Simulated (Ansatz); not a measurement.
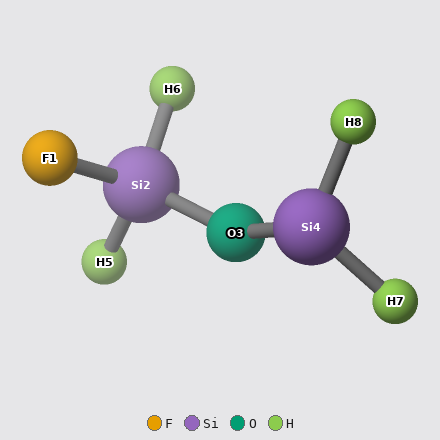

The system is FH₄OSi₂, SMILES F[SiH2]O[SiH2], spin multiplicity 2; the picture shows the reference structure. The first coordinate is: angle Si2–O3–Si4 (carried through 180); the second: change of the bonds O3–Si2, O3–Si4, all alike. Nothing is relaxed (all other coordinates rigid). Grid: 11 × 11 points. Points are written as (first, second). Energies are in kJ/mol, from the relaxed molecule at the same level. Method: Ansatz, UKS PBE0-D4/def2-SVP.

Its coordinates:

```xyz
8

F    -0.1528    1.7756    1.4667
Si    0.4130    1.2858    0.0302
O    -0.3201   -0.1238   -0.3820
Si   -0.8291   -1.6464    0.0653
H     0.0661    2.3154   -0.9780
H     1.8773    1.0817    0.1790
H    -1.2553   -2.3645   -1.1757
H     0.2932   -2.3809    0.7385
```

Range: angle Si2–O3–Si4 (carried through 180) from 130.6 to 229.4°; change of the bonds O3–Si2, O3–Si4, all alike from −0.182 to 0.281 Å.

### What will the energy surface look like?

The lowest grid point is at (150.4°, 0.003 Å), 0.07 kJ/mol from the relaxed molecule at the same level. It is the only kind of minimum in the scanned range. The highest grid point, (180.0°, 0.281 Å), lies 185 kJ/mol above the lowest.

| second ↓, first → | 130.6 | 140.5 | 150.4 | 160.2 | 170.1 | 180.0 | 189.9 | 199.8 | 209.6 | 219.5 | 229.4 |
| --- | --- | --- | --- | --- | --- | --- | --- | --- | --- | --- | --- |
| 0.281 | 151 | 159 | 168 | 176 | 182 | 185 | 184 | 180 | 173 | 165 | 158 |
| 0.235 | 113 | 119 | 127 | 133 | 139 | 141 | 141 | 137 | 131 | 125 | 118 |
| 0.189 | 77 | 82 | 88 | 94 | 98 | 101 | 100 | 97 | 93 | 87 | 83 |
| 0.142 | 46 | 49 | 54 | 58 | 62 | 64 | 64 | 62 | 58 | 54 | 52 |
| 0.096 | 23 | 24 | 27 | 30 | 33 | 35 | 35 | 33 | 31 | 29 | 28 |
| 0.050 | 7 | 7 | 8 | 10 | 12 | 13 | 14 | 13 | 12 | 11 | 13 |
| 0.003 | 4 | 1 | 0 | 1 | 2 | 3 | 3 | 4 | 4 | 5 | 9 |
| −0.043 | 14 | 9 | 6 | 6 | 6 | 6 | 7 | 8 | 10 | 13 | 19 |
| −0.089 | 42 | 34 | 30 | 28 | 27 | 28 | 29 | 31 | 33 | 38 | 47 |
| −0.136 | 94 | 84 | 78 | 74 | 72 | 72 | 73 | 76 | 81 | 87 | 99 |
| −0.182 | 174 | 161 | 152 | 147 | 144 | 144 | 145 | 149 | 155 | 164 | 179 |

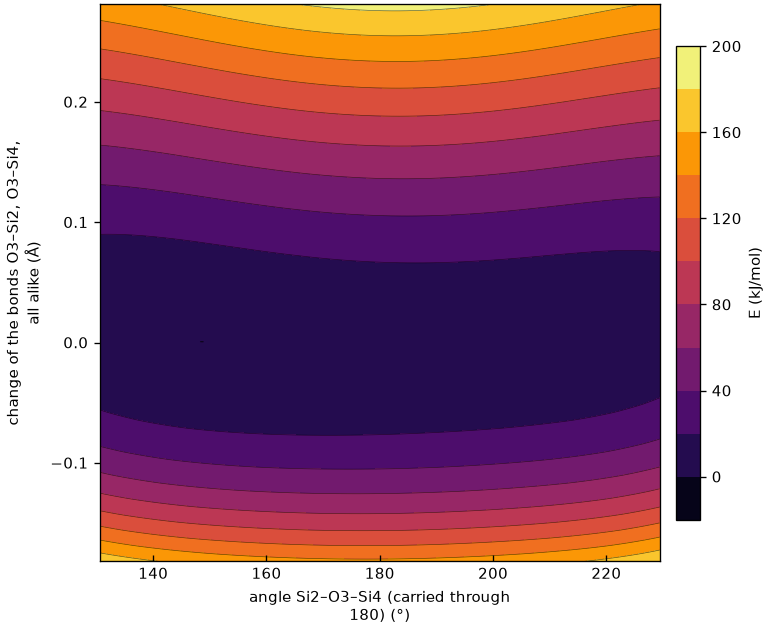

Drawn: filled contours. Between grid points the surface is interpolated.

Each point was launched as `ansatz run input.yaml --threads 1 --pin off --max-ram 2560MiB --backend cpu --events-out ev --progress --plain --runs-dir out`. Time for the 121 points that were run: 10 min on 1 thread of Arm Neoverse V2, with other jobs on the host.
